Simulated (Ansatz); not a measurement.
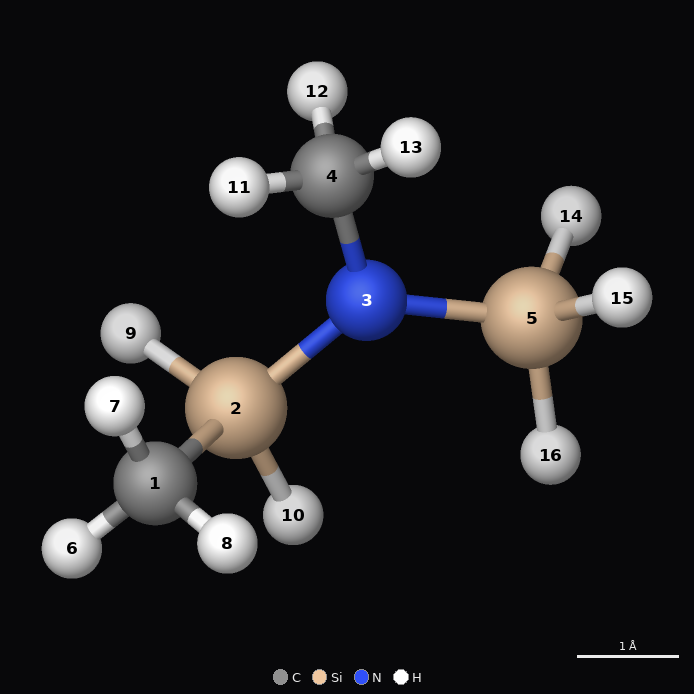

(Drawn from a calculation with Ansatz.)

The species has charge +1 and is a spin doublet. Geometry: the geometry of the neutral molecule.

Which atoms are bonded, and how long are the bonds?

| bond | length (Å) |
| --- | --- |
| C1–Si2 | 1.867 |
| C1–H6 | 1.094 |
| C1–H7 | 1.093 |
| C1–H8 | 1.092 |
| Si2–N3 | 1.730 |
| Si2–H9 | 1.493 |
| Si2–H10 | 1.486 |
| N3–C4 | 1.461 |
| N3–Si5 | 1.724 |
| C4–H11 | 1.094 |
| C4–H12 | 1.097 |
| C4–H13 | 1.095 |
| Si5–H14 | 1.492 |
| Si5–H15 | 1.491 |
| Si5–H16 | 1.483 |
